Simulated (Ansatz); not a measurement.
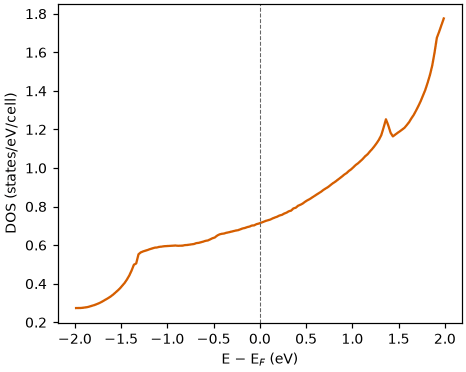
Figure. Density of states of NbC (Fm-3m) near the Fermi level, PBEsol, rigid bands (Ansatz, a program for electronic structure).

Question: With 2 atoms a cell, what bare Sommerfeld coefficient γ = (π²/3) k_B² N(E_F) follows?

Answer: N(E_F) ≈ 0.71 states/eV a cell at 300 K, so γ ≈ 0.84 mJ/(mol of atoms·K²), before many-body enhancement (phonons, spin fluctuations, correlation).

Question: How far does the Fermi level move in a rigid band for 0.1 electron a cell added or removed?

Answer: 138 meV and -142 meV.

A metal at this level (no band gap); rigid bands, thermally averaged at 300 K, both spins. Spin-orbit coupling is left out. Geometry: cell and atoms relaxed with PBEsol.
